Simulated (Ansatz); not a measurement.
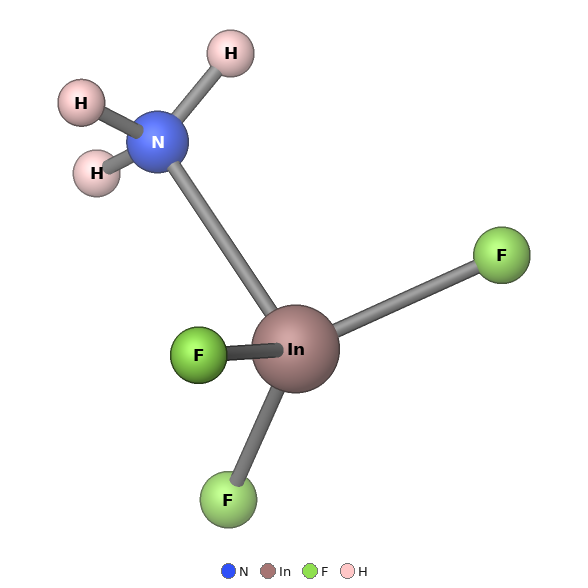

Atoms fade into the background with distance from the viewer. The geometry was computed by an optimisation with PBE-D4/def2-SVP. No frequency run is at hand to confirm it as a minimum.

### Which symmetry elements does this geometry have?

It has 1 C3 axis and 3 mirror planes, so the point group is C3v. The group has 6 operations. The geometry is achiral, and symmetry allows a dipole moment.
